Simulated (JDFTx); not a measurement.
- surface: TiTe2 monolayer, Te outermost
- bulk: TiTe2, P-3m1, lattice of mp-1907 (not re-optimised)
- slab: 3 atoms in 3 planes, 1x1, 3.4 Å between the outermost planes
- in-plane cell: 3.824 × 3.824 Å, 12.67 Å²
- cell height: 19.4 Å
- sampling: 6×6×1 k mesh, Fermi smearing 0.01 Ha, no spin polarisation

Whether this polymorph is the ambient one wasn't checked. A free-standing single layer at the bulk's in-plane lattice is a model cell. Neither spin polarisation nor a larger cell was tried.

Computed with a modified build of JDFTx: PBE, GBRV ultrasoft potentials, plane waves to 20/100 Ha. Liquid on both sides: CANDLE, water, 1 M NaF; nuclei fixed. U vs SHE = −μ/e − 4.44 V throughout (conventional absolute potential of the hydrogen electrode).

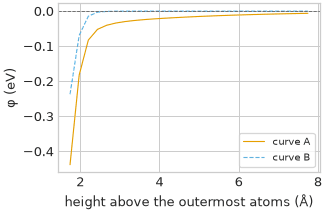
Figure. Plane-averaged electrostatic potential energy of an electron for two states of the electrode

Task: One curve is the neutral slab. Which, and what is the sign of the other's charge?

Result: Curve B is neutral (potential of zero charge, 0.30 V). Curve A is positively charged, 7.0 μC/cm² at 1.00 V.
